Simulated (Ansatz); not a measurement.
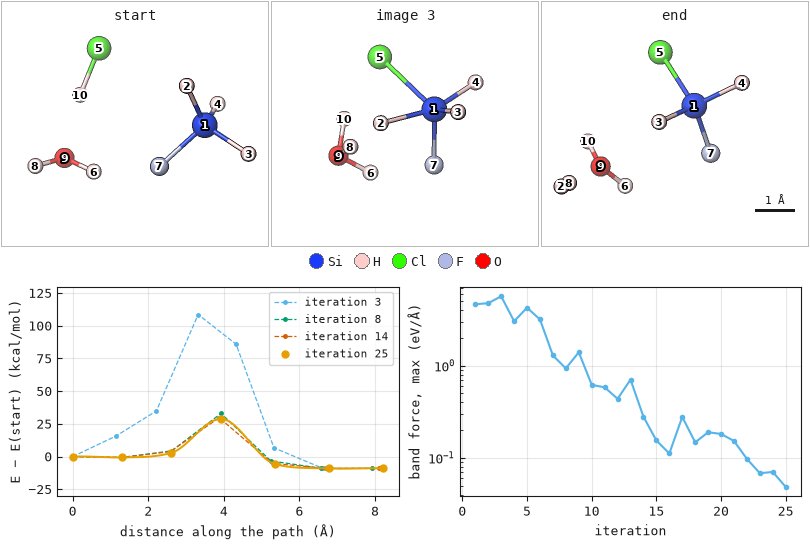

A search for the minimum-energy path of SiH6OClF by the nudged elastic band. Images are numbered from 0 (start) to 6 (end). The plot follows the band through its iterations. A ball-and-stick model, seen at a tilt.

Level of theory: RKS PBE0-D4/def2-SVP in Ansatz. Set-up: 5 movable images; climbing image.

How did the profile develop, and is the result final?

Answer. The run is converged, with reservations. The band converged in 25 iterations. The largest component of the band force went from 4.6 to 0.048 eV/Å. The climbing image converged on the top of the path. Its curvatures weren't checked. The largest force component is 0.69 eV/Å at the start and 0.70 eV/Å at the end; an end with forces this large is no minimum, and the barrier measured from it can be far off. The first iteration put the highest image at 209.5 kcal/mol. Forward barrier 28.8 kcal/mol, backward barrier 37.8 kcal/mol, with image 3 at the top; the reaction energy is −9.0 kcal/mol. Image 5 lies below both ends, at −9.1 kcal/mol, so an end isn't at the bottom of its valley.
